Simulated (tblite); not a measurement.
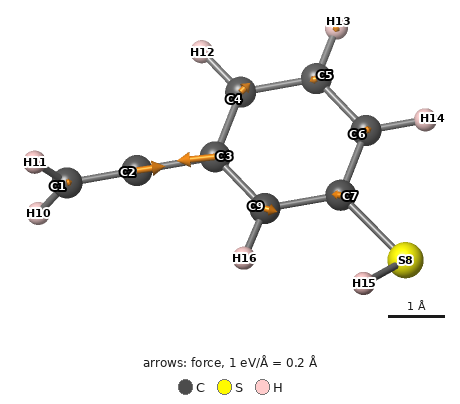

Starting geometry of C₈H₇S (multiplicity 2) with the computed forces as orange arrows. A ball-and-stick model, seen at a tilt.

These are results of GFN2-xTB geometry optimisation, gas phase (tblite), not measurements. 

> Is this structure relaxed? If not, where do the atoms go?

It isn't relaxed: the largest force vector, on C3, is 3.52 eV/Å. The final displacements have little in common with the starting forces (cosine between the two patterns 0.15). The atom that moves furthest after the best rigid fit is H15 (0.49 Å). Largest moves by element: H 0.49 Å, S 0.21 Å, C 0.11 Å. Near-neighbour distances that change, for instance: C2–C3 1.441 → 1.352 Å, C3–C9 1.394 → 1.426 Å, C3–C4 1.402 → 1.426 Å, C7–C9 1.397 → 1.373 Å. Bond angles that change, for instance: H10–C1–H11 117.8° → 114.8°, C4–C3–C9 120.6° → 118.1°, C6–C7–S8 119.7° → 117.5°. Groups turn about C7–S8 by about 35°. The energy falls by 5.57 kcal/mol in 48 geometry steps. The run took 0.27 s on 1 thread of Arm Neoverse V2, with other jobs on the host.
